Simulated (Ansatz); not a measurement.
# LaInO3 (Pnma): spin-orbit coupling beyond the local functionals

Wanted: gaps of LaInO3 (Pnma) with and without spin-orbit coupling, with cost.

Program: Ansatz 0.2.0. Level of theory: density functionals with and without spin-orbit coupling, plane waves, PAW. Results are calculated unless marked as measured.

**What was measured.**

- Gap 4.52 eV: optical gap, weak absorption onset, E parallel [010]; optical absorption spectroscopy, alpha squared extrapolation; 5 K; bulk crystal (single crystal wafer grown by vertical gradient freeze, 80 um thick) (“Fingerprints of optical absorption in the perovskite LaInO3: Insight from many-body theory and experiment”, 2021, arxiv:2101.04376).

- Gap 4.46 eV: optical gap, weak absorption onset, E parallel [001]; optical absorption spectroscopy, alpha squared extrapolation; 5 K; bulk crystal (single crystal wafer grown by vertical gradient freeze, 80 um thick) (“Fingerprints of optical absorption in the perovskite LaInO3: Insight from many-body theory and experiment”, 2021, arxiv:2101.04376).

- Gap 4.13 eV: main direct optical gap; bulk crystal (single crystal grown by optical floating zone) (“Transparent perovskite barium stannate with high electron mobility and thermal stability”, 2017, arxiv:1707.09778).

- Gap 4.39 eV: optical gap, weak absorption onset, E parallel [100]; optical absorption spectroscopy, alpha squared extrapolation; 300 K; bulk crystal (single crystal wafer grown by vertical gradient freeze, 80 um thick) (“Fingerprints of optical absorption in the perovskite LaInO3: Insight from many-body theory and experiment”, 2021, arxiv:2101.04376).

- Gap 4.35 eV: optical gap, weak absorption onset, E parallel [001]; optical absorption spectroscopy, alpha squared extrapolation; 300 K; bulk crystal (single crystal wafer grown by vertical gradient freeze, 80 um thick) (“Fingerprints of optical absorption in the perovskite LaInO3: Insight from many-body theory and experiment”, 2021, arxiv:2101.04376).

### 1. Starting point

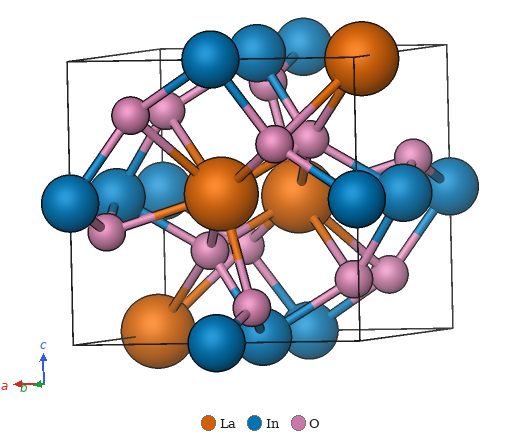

The starting structure, seen from a free direction (lanthanum orange, indium blue, oxygen pink). Some periodic images of atoms are drawn too.

Geometry: measured cell, ions relaxed with r2SCAN. The runs that relaxed it are not among those shown. Spin-orbit coupling is left out unless a step names it. The default PAW set here is soft_2. Its files were made with PBE.

### 2. HSE06, 2×2×2 mesh

This step: DFT, HSE06, plane waves, PAW.

Input file input.yaml:

```yaml
crystal:
  lattice:
    - [5.9404, 0.0, 0.0]
    - [0.0, 8.2158, 0.0]
    - [0.0, 0.0, 5.7229]
  atoms:
    - { symbol: La, position: [0.9463878522, 0.25, 0.0153056097] }
    - { symbol: La, position: [0.5536121478, 0.75, 0.5153056097] }
    - { symbol: La, position: [0.4463878522, 0.25, 0.4846943903] }
    - { symbol: La, position: [0.0536121478, 0.75, 0.9846943903] }
    - { symbol: In, position: [0.0, 0.0, 0.5] }
    - { symbol: In, position: [0.5, 0.0, 0.0] }
    - { symbol: In, position: [0.5, 0.5, 0.0] }
    - { symbol: In, position: [0.0, 0.5, 0.5] }
    - { symbol: O, position: [0.0443817441, 0.25, 0.6126999622] }
    - { symbol: O, position: [0.4556182559, 0.75, 0.1126999622] }
    - { symbol: O, position: [0.5443817441, 0.25, 0.8873000378] }
    - { symbol: O, position: [0.9556182559, 0.75, 0.3873000378] }
    - { symbol: O, position: [0.1980525852, 0.0593550042, 0.1955759518] }
    - { symbol: O, position: [0.3019474148, 0.9406449958, 0.6955759518] }
    - { symbol: O, position: [0.6980525852, 0.4406449958, 0.3044240482] }
    - { symbol: O, position: [0.8019474148, 0.5593550042, 0.8044240482] }
    - { symbol: O, position: [0.8019474148, 0.9406449958, 0.8044240482] }
    - { symbol: O, position: [0.6980525852, 0.0593550042, 0.3044240482] }
    - { symbol: O, position: [0.3019474148, 0.5593550042, 0.6955759518] }
    - { symbol: O, position: [0.1980525852, 0.4406449958, 0.1955759518] }
kpoints:
  mp_grid: { grid: [2, 2, 2] }
  band_path:
    path:
      - [0.0, 0.0, 0.0]
      - [0.5, 0.0, 0.0]
      - [0.5, 0.5, 0.0]
      - [0.0, 0.5, 0.0]
      - [0.0, 0.0, 0.5]
      - [0.5, 0.0, 0.5]
      - [0.5, 0.5, 0.5]
      - [0.0, 0.5, 0.5]
    npoints: 1
hamiltonian:
  xc: hse06
scf:
  occupations: { method: fixed }
  n_extra_bands: 10
output:
  eigenvalues: true
```

Run with:

```
$ ansatz run input.yaml --threads 24 --pin off --max-ram 82944MiB --backend cuda --events-out ev --progress --plain --runs-dir out --devices 1 --max-vram 78GiB
```

Numbers of over 12 decimals in the logs are rounded to 6 here.

The log of the run:

```text
scf.n_extra_bands = 10 over 84 filled bands (N_el = 168.0): the run solves 94 bands
GPUs: using 1 of 1 available (devices: 1).
Engine: ansatz 0.2.0, aarch64-unknown-linux-gnu
Pseudopotentials: kind: paw
Pseudopotential: La, paw, valence charge 11, recommended cutoff 420 eV (normal), La.paw.azcp
Pseudopotential: In, paw, valence charge 13, recommended cutoff 420 eV (normal), In.paw.azcp
Pseudopotential: O, paw, valence charge 6, recommended cutoff 420 eV (normal), O.paw.azcp
Functional definition: HSE06
  parameter a = 0.25
  parameter omega = 0.11/bohr
  exchange = pbe_x - a*pbe_x_sr(omega) + a*exact_x_sr(omega)
  correlation = pbe_c
davidson cushion auto → on  (no smearing: the cushion is to keep the highest requested band from converging to the state above it; pin scf.eigensolver.cushion to override)
[...]
Crystal: 20 atoms, lattice volume = 279.307 Å³
Basis set: ecut = 420 eV, 5459 PW (Γ)
Bands: 94, of which v1, the nominal top of the filled ones, is band 84 counted from 1 (83 counted from 0)
Symmetry: 8 space group operations
Space group: Pnma (ITA 62), of the structure as read, at distance tolerance 6.5e-5 Å
k-points: 8
Non-local potential: La, projectors of the file, l = 0: 3, l = 1: 2, l = 2: 2, l = 3: 3
Non-local potential: In, projectors of the file, l = 0: 2, l = 1: 2, l = 2: 2, l = 3: 2
Non-local potential: O, projectors of the file, l = 0: 2, l = 1: 2, l = 2: 1
PAW form: soft (Blöchl's): semilocal exchange-correlation on the pseudo side does not see the compensation charge
PAW frozen core: La, regenerated for the run's functional, and the local potential with it (the file was generated under x = pbe(κ = 0.804, μ = 0.219515), c = pbe(β = 0.066725))
PAW frozen core: In, regenerated for the run's functional, and the local potential with it (the file was generated under x = pbe(κ = 0.804, μ = 0.219515), c = pbe(β = 0.066725))
PAW frozen core: O, regenerated for the run's functional, and the local potential with it (the file was generated under x = pbe(κ = 0.804, μ = 0.219515), c = pbe(β = 0.066725))
PAW one-centre angular grid: La, 590 points (default); XC on 64 Gauss nodes
PAW one-centre angular grid: In, 590 points (default); XC on 64 Gauss nodes
PAW one-centre angular grid: O, 110 points (default); XC on 96 Gauss nodes
Initial density: superposition of atomic densities (neutral atoms: chi_scale 0, normalization atom), corrected by the library's trained network
Initial wavefunctions: pseudopotential atomic-orbital guess
[...]
Functional: x = pbe(κ = 0.804, μ = 0.219515), c = pbe(β = 0.066725), warm-up for x = pbe(κ = 0.804, μ = 0.219515) + 0.25 (exact − pbe) at short range (hse, ω = 0.207870 Å⁻¹), c = pbe(β = 0.066725); HSE06 as pw.x's `hse` composes it (authors' and Libxc's form: `xc: wpbeh`)
[...]
greatest PAW one-centre occupation: 0.990 electrons in one spin orbital (limit 2), on the In atom at site 5 (counted from 0), in its partial waves of l = 2
[...]
hybrid outer 1: dexx = +1.321e-1 eV, tail = 4.01e-4 eV
[...]
SCF 3 converged in 5 iterations: F = -54252.904314 eV  dr2 = 1.49e-8
hybrid outer 2: dexx = +6.690e-6 eV, tail = 9.48e-8 eV, Δε = 4.66e-3 eV (about 1.02e-4 eV left of the loop's levels)
[...]
Stability not checked: this state was not tested for a lower state beside it, because the functional holds exact exchange (a hybrid, or Hartree-Fock), whose exchange loop this test does not read (fock_operator; see scf.lower_state_search)
Free energy (F): -54252.904313 eV
Frozen-core exchange: fock
Harris-Foulkes:  -54252.904313 eV  (|F-HF|=1.43e-9)
Internal energy: -54252.904313 eV  (E = F + TS)
E sigma→0 (E₀):  -54252.904313 eV
Fermi energy:    9.141602 eV
--- Per-component energies (eV) ---
  E_band       = -172.278317
  E_kinetic    = 3874.276078
  E_local      = -8950.966261  (includes V_loc(G=0)·N_el)
  E_nonlocal   = 2429.054138
  E_hartree    = 3426.161586
  E_xc         = -1846.612624
  E_vxc        = -1693.750776  (∫ρ·V_xc dr)
  E_exx        = -453.178451  (= α·E_x^exact, valence–valence)
  E_paw        = -40253.423928  (= ΣΔE_a)
  E_vpaw       = -1776.884388  (= ΣTr[D̂ρ^β])
  E_aug_tail   = 0.028835  (compensation charges beyond the density's cutoff)
  E_ewald      = -12479.288432
  E_core_change = 1.044747  (= ΣΔE_core)
  E_smearing   = -0.000000  (= −TS)
  E_closure    = -0.000000  (closes the sum)
  Σ components = -54252.904313   (vs F -54252.904313, Δ=0.00e0)
--- Band table (eV; the first three rows and the last of 8) ---
  k-point 0: bands = ["-22.7949", "-22.7573", "-22.6997", "-22.6714", "-9.9069", "-9.6518", "-9.5942", "-9.5431", "-9.4831", "-9.3538", "-9.1657", "-9.1292", "-8.8724", "-8.8184", "-8.5961", "-8.5884", "-5.6504", "-5.6086", "-5.5843", "-5.4850", "-5.3071", "-5.2044", "-5.1395", "-5.0225", "-4.9917", "-4.8793", "-4.5407", "-4.5305", "-4.5293", "-4.4004", "-4.1912", "-4.1907", "-4.1399", "-4.1391", "-4.1100", "-4.0771" [...]
  k-point 1: bands = ["-22.7491", "-22.7491", "-22.7108", "-22.7108", "-9.7977", "-9.7977", "-9.4775", "-9.4775", "-9.3913", "-9.3913", "-9.1346", "-9.1346", "-8.9974", "-8.9974", "-8.8426", "-8.8426", "-5.5037", "-5.5037", "-5.3793", "-5.3793", "-5.2670", "-5.2670", "-4.8496", "-4.8496", "-4.7417", "-4.7417", "-4.6553", "-4.6553", "-4.2610", "-4.2610", "-4.1617", "-4.1617", "-4.0991", "-4.0991", "-4.0802", "-4.0802" [...]
  k-point 2: bands = ["-22.7762", "-22.7762", "-22.6856", "-22.6856", "-9.6867", "-9.6867", "-9.5661", "-9.5661", "-9.5150", "-9.5150", "-9.1029", "-9.1029", "-8.7728", "-8.7728", "-8.7590", "-8.7590", "-5.5257", "-5.5257", "-5.5121", "-5.5121", "-5.3649", "-5.3649", "-4.9468", "-4.9468", "-4.8518", "-4.8518", "-4.7163", "-4.7163", "-4.5284", "-4.5284", "-4.1508", "-4.1508", "-4.0842", "-4.0842", "-4.0822", "-4.0822" [...]
  k-point 7: bands = ["-22.7294", "-22.7294", "-22.7294", "-22.7294", "-9.8563", "-9.8563", "-9.8563", "-9.8563", "-9.1045", "-9.1045", "-9.1045", "-9.1045", "-8.8458", "-8.8458", "-8.8458", "-8.8458", "-5.3863", "-5.3863", "-5.3863", "-5.3863", "-5.1434", "-5.1434", "-5.1434", "-5.1434", "-4.6750", "-4.6750", "-4.6750", "-4.6750", "-4.1202", "-4.1202", "-4.1202", "-4.1202", "-4.0950", "-4.0950", "-4.0950", "-4.0950" [...]
```

Run time: 14 s. Hardware: 1 × NVIDIA GB200 (shared by 2 runs) with 24 threads of Arm Neoverse V2, shared host; peak memory 1.8 GiB.

This step gave:

* gap: 4.380 eV
* valence top at: Γ
* conduction bottom at: Γ
* least direct gap: 4.380 eV
* exact-exchange fraction: 0.25

The gap is direct, at Γ.

### 3. HSE06+SOC, 2×2×2 mesh

The many-body steps leave out spin-orbit coupling, so its effect is taken from a two-component run, with twice the bands.

This step: DFT, HSE06 with spin-orbit coupling, plane waves, PAW.

input.yaml, as its differences from that of step 2:

```diff
@@ -43,3 +43,6 @@
   occupations: { method: fixed }
-  n_extra_bands: 10
+  n_extra_bands: 20
+magnetization:
+  noncollinear: true
+  spin_orbit: true
 output:
```

The log of the run:

```text
[...]
GPUs: using 1 of 1 available (devices: 1).
[...]
non-collinear run that drives no moment, with spin-orbit: no starting moment large enough to seed its density (crystal.atoms[].spin), no starting occupations that ask for one, no magnetisation constraint and no magnetic field, so the semilocal B_xc is pinned to zero
[...]
Crystal: 20 atoms, lattice volume = 279.307 Å³
Basis set: ecut = 420 eV, 5459 PW (Γ)
Bands: 188, of which v1, the nominal top of the filled ones, is band 168 counted from 1 (167 counted from 0)
Symmetry: 8 space group operations + 8 with time reversal
[...]
k-points: 8
Projection manifold: j_resolved (fully-relativistic pseudo-atomic orbitals)
[...]
SCF iter   1: F=—  HF=-54251.477973 eV  |F-HF|=—  |Δ(HF+E_count)|=         —  Δρ=6.10e-2  dr2=1.13e1  dr2_m=0.00e0 (ungated)  ethr=1.00e-1  |M|=0.00e0 ∫|m|=0.00e0 μB  |m|>n=0.0e0 m-floor=0.0e0 τ_xc=0.0e0  β_m=0.30  ⟨swp⟩=3.0  Hψ=6647  notcnv=0
[...]
SCF iter   2: F=—  HF=-54249.751666 eV  |F-HF|=—  |Δ(HF+E_count)|=    1.73e0  Δρ=3.36e-2  dr2=2.43e0  dr2_m=0.00e0 (ungated)  ethr=6.75e-3  |M|=0.00e0 ∫|m|=0.00e0 μB  |m|>n=0.0e0 m-floor=0.0e0 τ_xc=0.0e0  β_m=0.40  ⟨swp⟩=7.2  Hψ=4227  notcnv=0
[...]
SCF iter   6: F=-54249.757668 eV  HF=-54249.757645 eV  |F-HF|=2.29e-5  |Δ(HF+E_count)|=   7.74e-4  Δρ=2.60e-4  dr2=1.00e-4  dr2_m=0.00e0 (ungated)  ethr=9.33e-7  |M|=0.00e0 ∫|m|=0.00e0 μB  |m|>n=0.0e0 m-floor=0.0e0 τ_xc=0.0e0  ⟨swp⟩=5.0  Hψ=4378  notcnv=0  defer=158
[...]
hybrid outer 1: dexx = +1.335e-1 eV, tail = 3.72e-4 eV
[...]
SCF 3 converged in 4 iterations: F = -54239.108839 eV  dr2 = 9.52e-8
[...]
```

It took 52 s on 1 × NVIDIA GB200 (shared by 2 runs) with 24 threads; peak memory 3.8 GiB.

This step gave:

| Item | Value |
| --- | --- |
| gap | 4.377 eV |
| valence top at | Γ |
| conduction bottom at | Γ |
| least direct gap | 4.377 eV |
| exact-exchange fraction | 0.25 |

The gap is that of HSE06.

### 4. Together

Times are wall times on 1 × NVIDIA GB200 (shared by 2 runs) with 24 threads of Arm Neoverse V2, shared host, good to a factor of about two.

```csv
level,gap (eV),with coupling (eV),change (eV),time,with coupling
HSE06,4.38,4.38,−0.002,14 s,52 s
```

### 5. Results

| Item | Value |
| --- | --- |
| HSE06 | 4.38 eV |
| HSE06+SOC | 4.38 eV |

Spin-orbit coupling changes the gap by −0.002 eV and the least direct gap by −0.002 eV. Against experiment, by HSE06+SOC: the gap of 4.38 eV lies −0.14 eV from the measured 4.52 eV (optical, 5 K, 2021); the gap of 4.38 eV lies −0.08 eV from the measured 4.46 eV (optical, 5 K, 2021); the direct gap of 4.38 eV lies +0.25 eV from the measured 4.13 eV (direct, 2017); the gap of 4.38 eV lies −0.01 eV from the measured 4.39 eV (optical, 300 K, 2021); the gap of 4.38 eV lies +0.03 eV from the measured 4.35 eV (optical, 300 K, 2021). An exciton line or allowed optical edge lies below the quasiparticle gap by the binding energy; a forbidden edge can push the onset above it. The lattice is static and excitons are left out.

[Paths, hosts, dates, memory and timing lines, banners, echoed tables and standing remarks are left out of the program output.]

[Logs are printed without paths, hosts, clocks, repeated set-up lines and the standing remarks that a program may print on its own settings, such as how far it seeks lower states.]

[Runs of the session that timed out or met a known fault of the program may be left out.]

[Cells called generated may have been cut or substituted from an entry of the Crystallography Open Database or the Materials Project.]

[Hosts, paths, dates, database ids (printed as entryN), source tags and the programs' standing remarks are cut or masked in the printed files.]
